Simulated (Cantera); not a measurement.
Charge: 1 mol Si, a varied amount of H2, 0.7 mol HCl, held at 1102 °C and 1.00 bar.

Equilibrium computed with Cantera from the NASA thermochemical tables; the gas is ideal and each condensed phase is pure. Candidate condensed phases: Si; 19 gas species. The tables' values for SiCl3 are old estimates; treat these amounts as uncertain. The numbers say what is thermodynamically allowed, not how fast it happens.

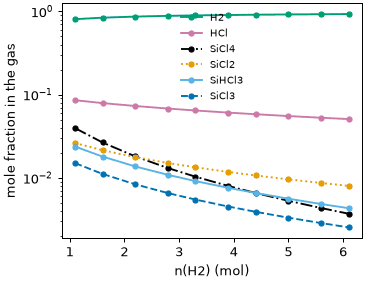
*Equilibrium gas composition (values under 1e-9 drawn at 1e-9)*

From 1.1 mol H2 to 6.1 mol H2 the condensed part is Si(s). The main Si-bearing gas is SiCl4 at 1.1 mol H2 and SiCl2 at 6.1 mol H2. The share of Si in condensed phases is highest at 6.1 mol H2 (86.9 %) and lowest at 1.1 mol H2 (82.1 %).
